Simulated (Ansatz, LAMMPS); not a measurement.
# Li+ BF4- in tetrahydrofuran and fluoroethylene carbonate, from a frame at 300 K (159 atoms): geometry optimisation

Aim: bring Li+ BF4- in tetrahydrofuran and fluoroethylene carbonate, from a frame at 300 K (159 atoms) to a nearby minimum of the energy and see what moves.

Program: Ansatz 0.2.0. Level of theory: Kohn-Sham DFT, PBE+D3(BJ), PAW (set soft_2), plane waves. Results are calculated unless marked as measured.

### 1. The structure

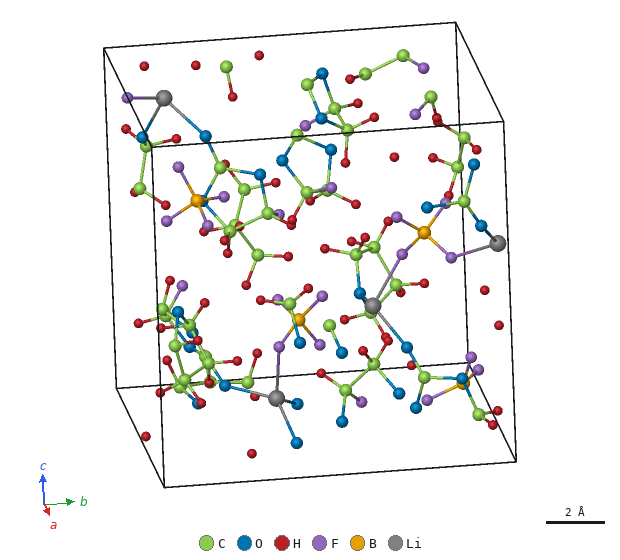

The starting structure, seen slightly off an axis (carbon green, oxygen blue, hydrogen red, fluorine purple, boron orange, lithium grey). Bonds to atoms that aren't drawn are left out. Some periodic images of atoms are drawn too.

The cell holds 159 atoms: 41 C, 26 O, 61 H, 23 F, 4 B and 4 Li. Cell: a = 12.315 Å, b = 12.315 Å, c = 12.315 Å, α = 90.0°, β = 90.0°, γ = 90.0°. 5 tetrahydrofuran, 7 fluoroethylene carbonate, 4 Li+, 4 BF4- placed at random, at 1.31 g/cm³; overlaps pushed apart, then 10 ps at 550 K with stiff harmonic cages for PF6 and BF4 with UFF radii; Joung-Cheatham ions (J. Phys. Chem. B 112, 9020 (2008)); MMFF94 bonds, angles, torsions, charges and radii (Halgren, J. Comput. Chem. 17, 490 (1996)) in harmonic and 12-6 forms; charges of ions scaled by 0.8. Snapshot after 30 ps at 300 K and fixed volume.

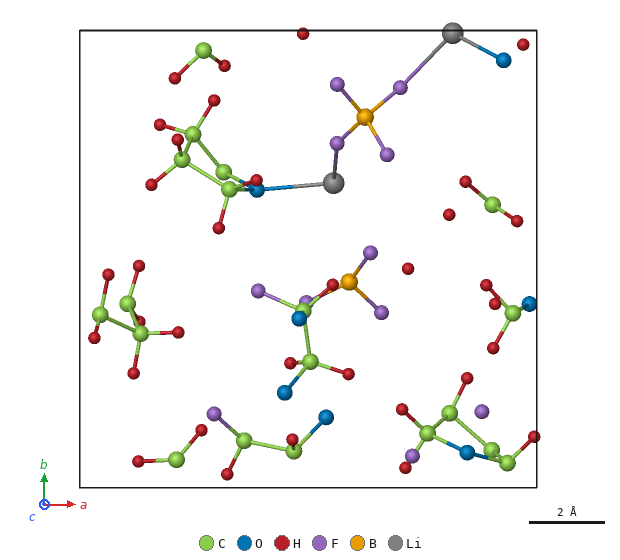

A slice 6 Å thick through the middle of the cell. Bonds to atoms that aren't drawn are left out.

What the set-up can't give: The network of contacts between molecules at the start is that of the classical potential that made the cell. The density was typed from a rule of thumb and may lie off the real one at this temperature. Sampling is at Γ alone, for a cell whose shortest periodic width is 12 Å.

### 2. Making the structure

A classical potential supplies the starting structure, since it reaches far longer times than DFT.

This step: classical MD, stiff harmonic cages for PF6 and BF4 with UFF radii; Joung-Cheatham ions (J. Phys. Chem. B 112, 9020 (2008)); MMFF94 bonds, angles, torsions, charges and radii (Halgren, J. Comput. Chem. 17, 490 (1996)) in harmonic and 12-6 forms; charges of ions scaled by 0.8 (LAMMPS 22 Jul 2025 - Update 4).

in.lmp reads:

```
# Li+ BF4- in tetrahydrofuran and fluoroethylene carbonate
units real
atom_style full
boundary p p p
bond_style harmonic
angle_style harmonic
dihedral_style opls
improper_style harmonic
special_bonds lj 0 0 0.5 coul 0 0 0.75
read_data data.lmp
neigh_modify delay 0 every 1 check yes one 4000
comm_modify cutoff 12.0
timestep 0.5
thermo_style custom step time temp pe press density
thermo_modify norm yes
# push overlapping molecules apart
pair_style soft 2.6
pair_coeff * * 0.0
variable a equal ramp(1,60)
fix ad all adapt 1 pair soft a * * v_a
velocity all create 550 449285 mom yes dist gaussian
fix lim all nve/limit 0.03
fix lan all langevin 550 550 50 449286 zero yes
thermo 1000
run 3000 post no
unfix ad
pair_style lj/cut/coul/long 9.0
pair_modify mix arithmetic tail yes
pair_coeff 1 1 0.0678 3.3680   # C
pair_coeff 2 2 0.0763 3.0430   # O
pair_coeff 3 3 0.0216 2.5400   # H
pair_coeff 4 4 0.0801 2.5590   # F
pair_coeff 5 5 0.0678 3.4070   # C
pair_coeff 6 6 0.0763 2.9870   # O
# [... 21 lines left out ...]
compute msd all msd com yes
thermo 7500
fix md all nvt temp 300 300 100
run 30000 post no
print "== T300: mean square displacement over the hold $(c_msd[4]:%.2f) A^2"
unfix md
uncompute msd
write_dump all custom T300.dump id type xs ys zs modify sort id
```

Run with:

```bash
$ lmp -in in.lmp -log none -nocite
```

Numbers of over 12 decimals in the logs are rounded to 6 here.

The log of the run:

```text
LAMMPS (22 Jul 2025 - Update 4)
Reading data file ...
  orthogonal box = (0 0 0) to (12.31489 12.31489 12.31489)
  159 atoms
  orthogonal box = (0 0 0) to (12.31489 12.31489 12.31489)
  175 bonds
  244 angles
  298 dihedrals
  7 impropers
WARNING: Bond/angle/dihedral extent > half of periodic box length
   Step          Time           Temp          PotEng         Press         Density
         0   0              550            0.60065096     6947.4136      1.3140004
      1000   500            504.0687       2.0325362      14602.145      1.3140004
      2000   1000           503.94316      1.8203543      12021.241      1.3140004
[... 45 lines left out ...]
Loop time of 3.02908 s on 1 MPI rank(s) for 5000 steps with 159 atoms
WARNING: Bond/angle/dihedral extent > half of periodic box length
   Step          Time           Temp          PotEng         Press         Density
[... 2 lines left out ...]
     30000   29000          316.61309     -4.4543792     -4442.5861      1.3140004
     37500   36500          260.30657     -4.5465476      1031.9214      1.3140004
     45000   44000          299.27285     -4.6027714      650.93613      1.3140004
     47000   46000          323.18074     -4.649394      -5.0242247      1.3140004
WARNING: Bond/angle/dihedral extent > half of periodic box length
Loop time of 18.1468 s on 1 MPI rank(s) for 30000 steps with 159 atoms
== T300: mean square displacement over the hold 3.16 A^2
```

The job ended after 30 s (1 thread of Intel Xeon Platinum 8375C at 2.90GHz (Ice Lake), shared host; peak memory 0.12 GiB).

The input also reads data.lmp (atoms, bonds and types; not printed here).

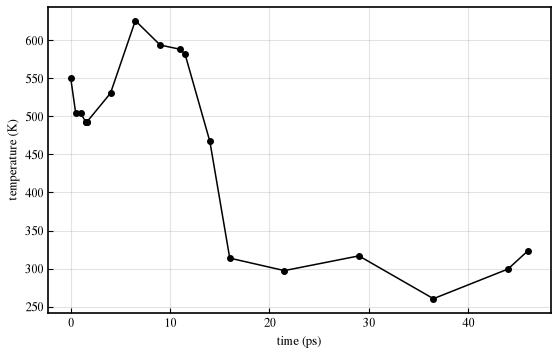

Temperature, plotted against time.

### 3. Single point at the start

A single point comes first, to see the forces before anything moves.

input.yaml reads:

```yaml
crystal:
  lattice:
    - [12.31489, 0.0, 0.0]
    - [0.0, 12.31489, 0.0]
    - [0.0, 0.0, 12.31489]
  atoms:
    - { symbol: C, position: [0.1384, 0.35583, 0.03106] }
    - { symbol: C, position: [0.06818, 0.25791, 0.01921] }
    - { symbol: C, position: [0.14107, 0.16271, 0.03277] }
    - { symbol: O, position: [0.24964, 0.19877, 0.01405] }
    - { symbol: C, position: [0.25125, 0.31388, 0.9945] }
    - { symbol: H, position: [0.14212, 0.38526, 0.11594] }
    - { symbol: H, position: [0.11626, 0.42517, 0.98016] }
    - { symbol: H, position: [0.02967, 0.25549, 0.9385] }
    - { symbol: H, position: [0.0017, 0.2517, 0.08138] }
    - { symbol: H, position: [0.13854, 0.12932, 0.11293] }
    - { symbol: H, position: [0.12421, 0.09762, 0.97565] }
    - { symbol: H, position: [0.31984, 0.35173, 0.04332] }
    - { symbol: H, position: [0.26523, 0.32698, 0.90924] }
    - { symbol: C, position: [0.22417, 0.71736, 0.42602] }
    - { symbol: C, position: [0.24816, 0.77275, 0.31797] }
    - { symbol: C, position: [0.31516, 0.68995, 0.2633] }
    - { symbol: O, position: [0.3882, 0.65129, 0.34344] }
    - { symbol: C, position: [0.32786, 0.65239, 0.4395] }
    - { symbol: H, position: [0.15722, 0.66234, 0.42763] }
    - { symbol: H, position: [0.21468, 0.76111, 0.49586] }
    - { symbol: H, position: [0.2944, 0.8469, 0.33049] }
    - { symbol: H, position: [0.17588, 0.79372, 0.27336] }
    - { symbol: H, position: [0.2664, 0.62072, 0.23308] }
    - { symbol: H, position: [0.36044, 0.72359, 0.20069] }
    - { symbol: H, position: [0.30458, 0.56756, 0.45638] }
    - { symbol: H, position: [0.3872, 0.67226, 0.50545] }
    - { symbol: C, position: [0.80964, 0.16258, 0.29757] }
    - { symbol: C, position: [0.90149, 0.08188, 0.2812] }
    - { symbol: C, position: [0.93601, 0.05364, 0.39374] }
    - { symbol: O, position: [0.84813, 0.0765, 0.46596] }
    - { symbol: C, position: [0.76118, 0.11868, 0.39854] }
    - { symbol: H, position: [0.76227, 0.16806, 0.22579] }
    [... 121 atom lines left out ...]
    - { symbol: F, position: [0.55329, 0.51197, 0.25088] }
    - { symbol: F, position: [0.66047, 0.38269, 0.28555] }
    - { symbol: Li, position: [0.55575, 0.66604, 0.35411] }
    - { symbol: Li, position: [0.8163, 0.99398, 0.58873] }
    - { symbol: Li, position: [0.59691, 0.37818, 0.11605] }
    - { symbol: Li, position: [0.36189, 0.12013, 0.9492] }
kpoints:
  mp_grid: { grid: [1, 1, 1] }
hamiltonian:
  xc: pbe
  dispersion: d3bj
scf:
  occupations: { method: fixed }
output:
  forces: true
  stress: true
  populations: true
  dos:
    method: { smearing: { sigma: 0.1 } }
    de: 0.1
    projected: { site_lists: { B: [B], C: [C], F: [F], H: [H], Li: [Li] } }
  eigenvalues: true
```

Run with:

```bash
$ ansatz run input.yaml --threads 4 --pin off --max-ram 8192MiB --backend cpu --events-out ev --progress --plain --runs-dir out
```

The log of the run:

```text
Engine: ansatz 0.2.0, x86_64-unknown-linux-gnu
Pseudopotentials: kind: paw
Pseudopotential: C, paw, valence charge 4, recommended cutoff 420 eV (normal), C.paw.azcp
Pseudopotential: O, paw, valence charge 6, recommended cutoff 420 eV (normal), O.paw.azcp
Pseudopotential: H, paw, valence charge 1, recommended cutoff 420 eV (normal), H.paw.azcp
Pseudopotential: F, paw, valence charge 7, recommended cutoff 420 eV (normal), F.paw.azcp
Pseudopotential: B, paw, valence charge 3, recommended cutoff 420 eV (normal), B.paw.azcp
Pseudopotential: Li, paw, valence charge 3, recommended cutoff 420 eV (normal), Li.paw.azcp
[... 5 lines on functional and potentials left out ...]
Crystal: 159 atoms, lattice volume = 1867.633 Å³
Basis set: ecut = 420 eV, 36377 PW (Γ), exchange–correlation on 180×180×180 points (8 copies of the dense FFT grid, shifted against one another)
Bands: 442, of which v1, the nominal top of the filled ones, is band 283 counted from 1 (282 counted from 0)
Symmetry: 1 space group operations
Space group: P1 (ITA 1), of the structure as read, at distance tolerance 1.2e-4 Å
k-points: 1
[... 13 lines on functional and potentials left out ...]
Initial density: superposition of atomic densities (neutral atoms: chi_scale 0, normalization atom), corrected by the library's trained network
Initial wavefunctions: pseudopotential atomic-orbital guess
Functional: x = pbe(κ = 0.804, μ = 0.219515), c = pbe(β = 0.066725)
SCF iter   1: F=—  HF=-46060.740929 eV  |F-HF|=—  |Δ(HF+E_count)|=         —  Δρ=6.41e-3  dr2=1.41e0  ethr=1.77e-3  ⟨swp⟩=5.0  Hψ=1561  notcnv=0  defer=157
preconditioner: auto → Resta (q_TF=auto, 2.236 Å⁻¹)  ε∞=2.4  [insulator: Δε(μ)=4.704 eV  Ē_g=16.995 eV  n_scr=364 (ndim 8)  ℏωp=20.0 eV  f_vac=0.311  ε∞_Penn≈2.4]
SCF iter   2: F=—  HF=-46060.326789 eV  |F-HF|=—  |Δ(HF+E_count)|=   4.14e-1  Δρ=3.39e-3  dr2=3.47e-1  ethr=2.49e-4  ⟨swp⟩=2.0  Hψ=590  notcnv=0  defer=157
SCF iter   3: F=—  HF=-46060.212689 eV  |F-HF|=—  |Δ(HF+E_count)|=   1.14e-1  Δρ=1.83e-3  dr2=9.61e-2  ethr=6.13e-5  ⟨swp⟩=3.0  Hψ=540  notcnv=0  defer=157
SCF iter   4: F=—  HF=-46060.181665 eV  |F-HF|=—  |Δ(HF+E_count)|=   3.10e-2  Δρ=8.51e-4  dr2=1.60e-2  ethr=1.70e-5  ⟨swp⟩=3.0  Hψ=757  notcnv=0  defer=157
SCF iter   5: F=—  HF=-46060.178039 eV  |F-HF|=—  |Δ(HF+E_count)|=   3.63e-3  Δρ=4.34e-4  dr2=3.47e-3  ethr=2.83e-6  ⟨swp⟩=2.0  Hψ=557  notcnv=0  defer=157
SCF iter   6: F=—  HF=-46060.177514 eV  |F-HF|=—  |Δ(HF+E_count)|=   5.25e-4  Δρ=1.77e-4  dr2=5.28e-4  ethr=6.13e-7  ⟨swp⟩=2.0  Hψ=539  notcnv=0  defer=157
SCF iter   7: F=—  HF=-46060.177460 eV  |F-HF|=—  |Δ(HF+E_count)|=   5.34e-5  Δρ=4.32e-5  dr2=3.67e-5  ethr=9.33e-8  ⟨swp⟩=2.0  Hψ=533  notcnv=0  defer=157
SCF iter   8: F=—  HF=-46060.181217 eV  |F-HF|=—  |Δ(HF+E_count)|=   3.76e-3  Δρ=2.56e-5  dr2=1.10e-5  ethr=6.49e-9  ⟨swp⟩=2.0  Hψ=725  notcnv=0  defer=157
SCF iter   9: F=—  HF=-46060.181217 eV  |F-HF|=—  |Δ(HF+E_count)|=   6.61e-7  Δρ=9.79e-6  dr2=1.61e-6  ethr=1.95e-9  ⟨swp⟩=2.0  Hψ=555  notcnv=0  defer=157
SCF iter  10: F=—  HF=-46060.181217 eV  |F-HF|=—  |Δ(HF+E_count)|=   1.03e-7  Δρ=2.72e-6  dr2=1.47e-7  ethr=2.84e-10  ⟨swp⟩=2.0  Hψ=553  notcnv=0  defer=157
SCF iter  11: F=-46060.181217 eV  HF=-46060.181217 eV  |F-HF|=2.58e-8  |Δ(HF+E_count)|=   4.55e-9  Δρ=1.48e-6  dr2=3.82e-8  ethr=1.77e-11  ⟨swp⟩=17.0  Hψ=3219  notcnv=0
SCF 1 converged in 11 iterations: F = -46060.181217 eV  dr2 = 3.82e-8
  greatest PAW one-centre occupation: 1.000 electrons in one spin orbital (limit 2), on the Li atom at site 158 (counted from 0), in its partial waves of l = 0
SCF converged after 11 iterations
Free energy (F): -46060.181217 eV
Harris-Foulkes:  -46060.181217 eV  (|F-HF|=2.58e-8)
Internal energy: -46060.181217 eV  (E = F + TS)
E sigma→0 (E₀):  -46060.181217 eV
Fermi energy:    -0.434411 eV
--- Per-component energies (eV) ---
  E_band       = -5452.396629
  E_kinetic    = 14205.952470
  E_local      = -58810.404420  (includes V_loc(G=0)·N_el)
  E_nonlocal   = 4069.702374
  E_hartree    = 23028.618622
  E_xc         = -6425.984085
  E_vxc        = -8129.965949  (∫ρ·V_xc dr)
  E_paw        = -13238.963422  (= ΣΔE_a)
  E_vpaw       = -2844.940932  (= ΣTr[D̂ρ^β])
  E_aug_tail   = 0.027206  (compensation charges beyond the density's cutoff)
  E_ewald      = -8881.556659
  E_disp       = -7.573302  (pairwise vdW)
  E_smearing   = -0.000000  (= −TS)
  E_closure    = 0.000000  (closes the sum)
  Σ components = -46060.181217   (vs F -46060.181217, Δ=0.00e0)
--- Forces (eV/Å), atoms counted from 1 ---
  atom   1  C      1.29677268     0.81216017     0.25258977
  atom   2  C     -2.04993001    -0.16505266     0.02109508
  atom   3  C      0.53818579    -0.55882105    -0.42229861
  atom   4  O      0.50750523     0.46538551    -0.08844817
  atom   5  C      0.14234053     0.62364994     1.59791142
  atom   6  H      0.03434488    -0.13908915    -0.25370732
  atom   7  H     -0.26743019     0.01661026     0.07217408
  atom   8  H     -0.05083679     0.03924014     0.12324928
  atom   9  H      0.36854158     0.33370795    -0.62963379
  atom  10  H     -0.05328186    -0.41935110     1.01529131
  atom  11  H     -0.17685000    -0.31770804    -0.16710929
  atom  12  H     -0.82628796    -0.58134918    -0.67236274
  atom  13  H      0.10474475     0.26549643    -0.75157744
  atom  14  C      1.45983103    -0.79587320    -1.32882778
[...]
atom 158  Li     0.20611731     0.31018446     0.15229092
  atom 159  Li     0.18170969    -0.26163176    -0.23381510
  max |Σ_I F_I| component: 7.54e-5 eV/Å
--- Stress (GPa, compression-positive) ---
        2.617316       0.407873       0.092392
        0.407877       2.100473       0.796716
        0.092396       0.796715       2.670035
  P = ⅓ Tr σ = 2.4626 GPa (24.626 kbar)
--- Band table (eV) ---
  k-point 0: bands = ["-44.3563", "-44.0037", "-43.7415", "-43.2457", [... 426 levels ...], "11.1648", "11.2186", "11.2555", "11.2748", "11.3368", "11.3551", "11.3781", "11.4207", "11.4439", "11.4660", "11.5145", "11.5672"]
--- Löwdin populations: 159 sites ---
  site symbol       q [e]
     0      C      4.2773
     1      C      4.2761
     2      C      4.0622
[...]
158     Li      2.2199
  spilling = 0.011414 (of n_electrons = 566.000000)
```

Run time: 23 s. Hardware: 4 threads of Intel Xeon Platinum 8375C at 2.90GHz (Ice Lake), shared host; peak memory 2.7 GiB.

Reading the cycles: dr2 is the Hartree energy of the density residual (eV), the measure of convergence; HF is the Harris–Foulkes estimate of the energy, which meets the free energy F at convergence.

The run gave:

- free energy: -46060.1812 eV
- free energy per atom: -289.6867 eV/atom
- SCF cycles: 11
- pressure: 2.463 GPa
- r.m.s. force component: 0.9724 eV/Å
- longest force: 4.048 eV/Å
- Fermi energy: -0.4344 eV
- gap (highest filled to lowest empty level): 3.901 eV
- spilling of the projection: 0.01141

The r.m.s. force component of 0.97 eV/Å and the pressure of 2.5 GPa set the starting point.

Neighbours are counted within 1.34 Å (H-C), 1.85 Å (C-C), 1.73 Å (C-O), 1.62 Å (C-F), 2.48 Å (O-Li), 1.72 Å (F-B), 2.16 Å (F-Li).

Length of the force by element and coordination:

```tsv
element	coordination	atoms	mean length of the force (eV/Å)	spread	least	most
B	all	4	1.94	0.551	1.04	2.54
C	all	41	2.02	0.961	0.278	4.05
C	3	7	2.53	1.08	1.28	3.81
C	4	34	1.92	0.898	0.278	4.05
F	all	23	1.49	0.721	0.178	2.64
F	1	20	1.47	0.759	0.178	2.64
F	2	3	1.61	0.352	1.24	2.09
H	all	61	0.944	0.599	0.139	3.18
Li	all	4	0.470	0.186	0.298	0.785
Li	3	3	0.495	0.209	0.298	0.785
Li	4	1	0.395	0	0.395	0.395
O	all	26	1.69	0.754	0.443	3.25
O	1	1	1.71	0	1.71	1.71
O	2	21	1.85	0.732	0.443	3.25
O	3	4	0.856	0.256	0.523	1.15
```

(Part 1 of 4 ends here.)

[Logs are printed without paths, hosts, clocks, repeated set-up lines and the standing remarks that a program may print on its own settings, such as how far it seeks lower states.]

[Hosts, paths, dates, database ids (printed as entryN), source tags and the programs' standing remarks are cut or masked in the printed files.]

[The MMFF94 radii named for the starting cell were scaled by 0.96; in molecules described by MMFF94, hydrogen bound to N, O or S took a small fixed 12-6 site in their place.]
